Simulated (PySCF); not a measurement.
# C8H8O, SMILES `Oc1ccc(C=C)cc1`: electronic structure

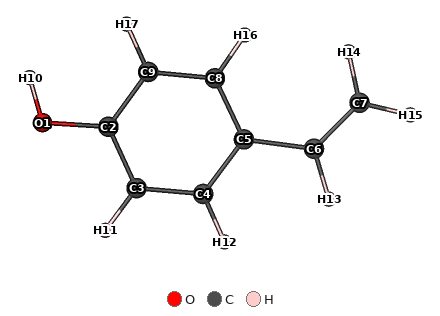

The molecule, with its atoms numbered as below. No frequency check shows the geometry to be a minimum.

Geometry (Å), atoms numbered from 1:

```
O1      -3.1544    0.1735    0.0021
C2      -1.7983    0.0703    0.0009
C3      -1.2297   -1.2000    0.0025
C4       0.1411   -1.3388    0.0002
C5       0.9890   -0.2280   -0.0028
C6       2.4301   -0.4390   -0.0050
C7       3.3746    0.4945    0.0071
C8       0.4024    1.0374   -0.0044
C9      -0.9694    1.1869   -0.0025
H10     -3.4118    1.1034    0.0015
H11     -1.8805   -2.0599    0.0055
H12      0.5704   -2.3306    0.0021
H13      2.7278   -1.4809   -0.0174
H14      3.1553    1.5484    0.0214
H15      4.4188    0.2328    0.0045
H16      1.0222    1.9203   -0.0080
H17     -1.4062    2.1778   -0.0033
```

## 1. Bonding charge

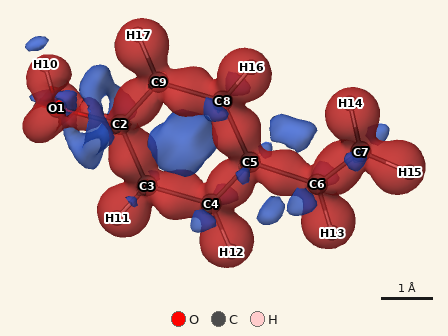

Deformation density (molecule less spherical, spin-averaged free atoms at the same positions), surfaces at ±0.1 e/Å³; red: gain, blue: loss.

PySCF calculation, CAM-B3LYP/def2-SVP, gas phase; geometry: GFN2-xTB.

Question: Describe the bonding that the map shows.

Answer: The five largest and four smallest: O1–H10: +0.81 e/Å³ at the bond critical point (bond length 0.96 Å, Mayer order 1.0). C8–H16: +0.74 e/Å³ at the bond critical point (bond length 1.08 Å, Mayer order 1.0). C4–H12: +0.73 e/Å³ at the bond critical point (bond length 1.08 Å, Mayer order 1.0). C3–H11: +0.73 e/Å³ at the bond critical point (bond length 1.08 Å, Mayer order 1.0). C6–H13: +0.73 e/Å³ at the bond critical point (bond length 1.08 Å, Mayer order 1.0). C4–C5: +0.63 e/Å³ at the bond critical point (bond length 1.40 Å, Mayer order 1.3). C5–C8: +0.63 e/Å³ at the bond critical point (bond length 1.40 Å, Mayer order 1.4). C5–C6: +0.55 e/Å³ at the bond critical point (bond length 1.46 Å, Mayer order 1.1). O1–C2: +0.20 e/Å³ at the bond critical point (bond length 1.36 Å, Mayer order 1.2). In all, 4.1 electrons gather in the regions of gain relative to the promolecule.

Question: Where do the Hirshfeld charges lie?

Answer: The highest Hirshfeld charge is on H10 (+0.18 e), the lowest on O1 (−0.19 e).

## 2. Bond critical points

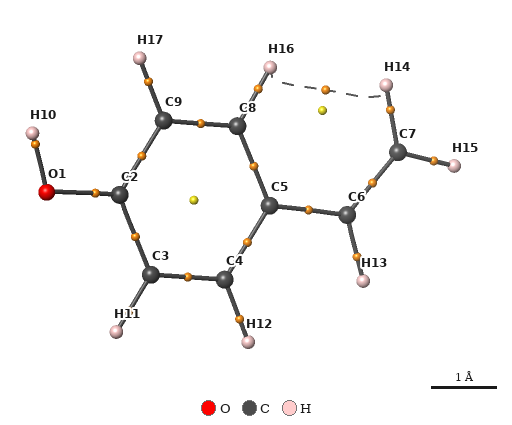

Molecular graph of the electron density (QTAIM): bond paths, bond critical points (orange), ring points (yellow, if any); weak paths are dashed.

Question: How many critical points of each kind are there, and does the count close?

Answer: 17 nuclei, 18 bond, 2 ring and 0 cage critical points: 17 − 18 + 2 − 0 = 1, as the Poincaré–Hopf relation requires.

Question: Give the properties at the bond critical points.

Answer:
```tsv
bond	length (Å)	ρ (a.u.)	∇²ρ (a.u.)	ε	H (a.u.)
O1–H10	0.965	0.354	−2.31	0.02	−0.645
C6–C7	1.328	0.344	−0.93	0.39	−0.369
C3–C4	1.378	0.317	−0.83	0.24	−0.311
C8–C9	1.380	0.315	−0.81	0.24	−0.307
C2–C9	1.391	0.314	−0.82	0.25	−0.305
C2–C3	1.392	0.314	−0.83	0.25	−0.306
C5–C8	1.395	0.309	−0.79	0.21	−0.294
C4–C5	1.397	0.308	−0.79	0.21	−0.293
O1–C2	1.360	0.288	−0.35	0.02	−0.449
C8–H16	1.079	0.285	−1.10	0.01	−0.314
C4–H12	1.081	0.284	−1.09	0.01	−0.312
C3–H11	1.078	0.284	−1.09	0.02	−0.312
C7–H15	1.077	0.283	−1.09	0.02	−0.314
C7–H14	1.077	0.283	−1.09	0.02	−0.313
C6–H13	1.084	0.283	−1.08	0.01	−0.309
C9–H17	1.083	0.279	−1.04	0.02	−0.303
C5–C6	1.457	0.278	−0.70	0.08	−0.241
H14–H16	2.166	0.009	+0.04	0.87	+0.002
```

Question: What kind of interaction is C4–H12?

Answer: Shared-shell (covalent): ρ = 0.284, ∇²ρ = −1.09, H = −0.312 a.u.

Question: Are there bond paths between atoms that aren't covalently bonded?

Answer: Yes: H14–H16 (2.17 Å, ρ = 0.009).

## 3. Local ionisation energy

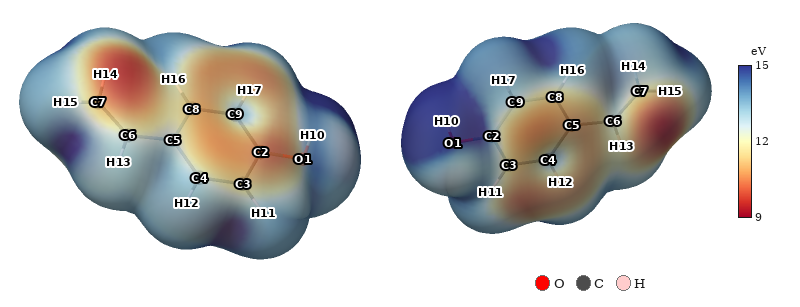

Average local ionisation energy on the surface of electron density 0.001 a.u. (back view left, front view right).

Question: Where are the most loosely bound electrons on this surface?

Answer: The lowest value is 9.6 eV, over C7, off the plane of its three bonds (2.0 Å), and at like points elsewhere. Further minima include 10.4 eV, over C3, off the plane of its three bonds (2.0 Å), and at like points elsewhere. For comparison, the highest occupied orbital lies at −7.1 eV.

Question: What volume does the surface enclose, and what is the dipole moment?

Answer: About 162 Å³; the dipole moment is 1.4 D.

## 4. Removing or adding an electron

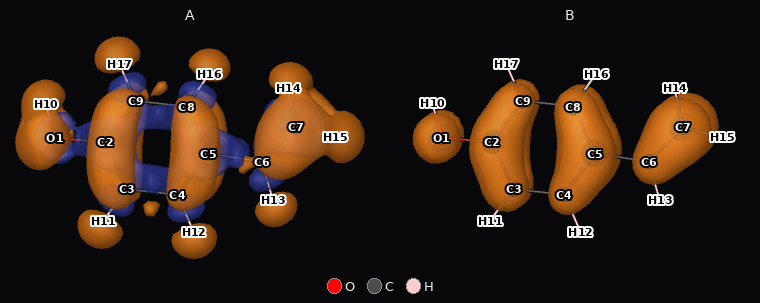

The Fukui function f⁻ from two separate SCF calculations and the density of the HOMO, at ±0.01 e/Å³ (orange positive, blue negative).

PySCF calculation, M06-2X/6-31+G*, gas phase; geometry: GFN2-xTB.

Question: Which panel is which, and how good is the frozen-orbital picture?

Answer: A is f⁻ (it has negative regions), B the HOMO density. The HOMO lies on C7 (18 %), C5 (16 %) and C2 (14 %); f⁻ (Hirshfeld-condensed) is largest on C7 (0.15), O1 (0.10) and C2 (0.09); the vertical ionisation energy is 8.05 eV (the stability of the cation's solution wasn't checked). Relaxation shifts 23 % of the electron between atoms. The orbital energy is −7.16 eV.

## 5. Localised orbitals

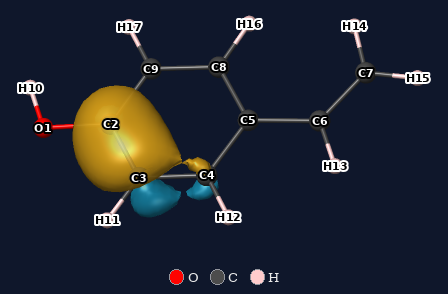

Foster–Boys orbitals, occupied; each surface holds about 70 % of the orbital's density. Energies are diagonal elements of the Fock matrix.

PySCF calculation, B3LYP/6-311G**, gas phase; geometry: GFN2-xTB.

Question: What does this orbital represent?

Answer: Bent (banana) bond C3–C2 (C3 49 %, C2 40 %, C4 6 %; −12.6 eV).
